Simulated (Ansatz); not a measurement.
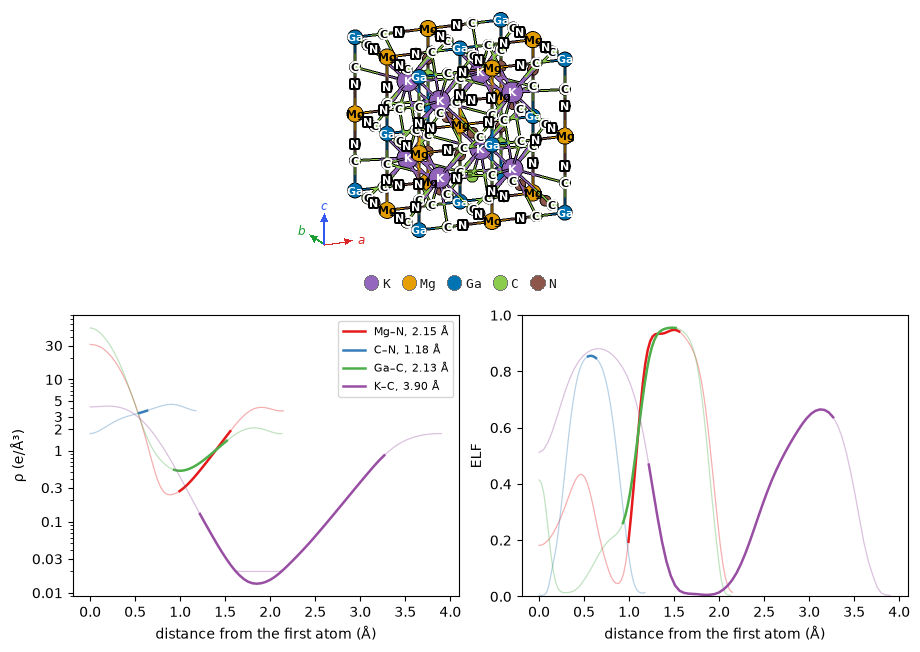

*K₂MgGaC₆N₆. Valence charge density (pseudo) and ELF along straight lines between neighbouring atoms. Thin, pale parts lie inside the atomic spheres. The structure is drawn too.*

Space group Fm-3m; a structure generated by program, which may or may not match a known phase; computed without spin polarisation.

Method: Ansatz, DFT PBE, scalar-relativistic, plane waves, PAW.

The density is the valence pseudo-density of a PAW calculation; it isn't the true density close to the nuclei.

Input

```
crystal:
  lattice:
    - [0.0, 5.4606509351, 5.4606509351]
    - [5.4606509351, 0.0, 5.4606509351]
    - [5.4606509351, 5.4606509351, 0.0]
  atoms:
    - { symbol: K, position: [0.25, 0.25, 0.25] }
    - { symbol: K, position: [0.75, 0.75, 0.75] }
    - { symbol: Mg, position: [0.5, 0.5, 0.5] }
    - { symbol: Ga, position: [0.0, 0.0, 0.0] }
    - { symbol: C, position: [0.8043642769, 0.1956357231, 0.1956357231] }
    - { symbol: C, position: [0.1956357231, 0.8043642769, 0.1956357231] }
    - { symbol: C, position: [0.1956357231, 0.1956357231, 0.8043642769] }
    - { symbol: C, position: [0.1956357231, 0.8043642769, 0.8043642769] }
    - { symbol: C, position: [0.8043642769, 0.1956357231, 0.8043642769] }
    - { symbol: C, position: [0.8043642769, 0.8043642769, 0.1956357231] }
    - { symbol: "N", position: [0.6968706896, 0.3031293104, 0.3031293104] }
    - { symbol: "N", position: [0.3031293104, 0.6968706896, 0.3031293104] }
    - { symbol: "N", position: [0.3031293104, 0.3031293104, 0.6968706896] }
    - { symbol: "N", position: [0.3031293104, 0.6968706896, 0.6968706896] }
    - { symbol: "N", position: [0.6968706896, 0.3031293104, 0.6968706896] }
    - { symbol: "N", position: [0.6968706896, 0.6968706896, 0.3031293104] }
basis:
  ecutwfc: 420
kpoints:
  mp_grid: { grid: [6, 6, 6] }
hamiltonian:
  xc: pbe
scf:
  occupations: { method: gaussian, width: 0.1 }
output:
  forces: true
  stress: true
  eigenvalues: true
  write_density: true
  write_potential: true
  elf: true
  volumetric_format: npy
relax:
  adjacent_minimum: "off"
  f_tol: 0.01
  max_steps: 80
  cell: { stress_tol: 0.05 }
```

Command:

```sh
ansatz run input.yaml --threads 1 --pin off --max-ram 2560MiB --backend cpu --events-out ev --progress --plain --runs-dir out
```

Below, planes, directions and counts refer to the conventional cell (a = 10.90 Å, b = 10.90 Å, c = 10.90 Å, α = 90.00°, β = 90.00°, γ = 90.00°).

The fields are those of the run's last geometry, not of the input's.

### Compare the contacts.

Mg–N (2.15 Å): ρ at the midpoint is about 0.33 e/Å³; the ELF peaks at about 0.95 in the valence shell of N, 0.6 Å from its nucleus, and is about 0.45 at the midpoint.
C–N (1.18 Å): the density is about 3.5 e/Å³ at the midpoint; the ELF peaks at about 0.85 between the atoms.
Ga–C (2.13 Å): the density is about 0.54 e/Å³ at the midpoint; the ELF peaks at about 0.95 in the valence shell of C, 0.6 Å from its nucleus, and is about 0.50 at the midpoint.
K–C (3.90 Å): ρ at the midpoint is about 0.01 e/Å³; the ELF is about 0 at the midpoint; no shared electron pair shows on this line.
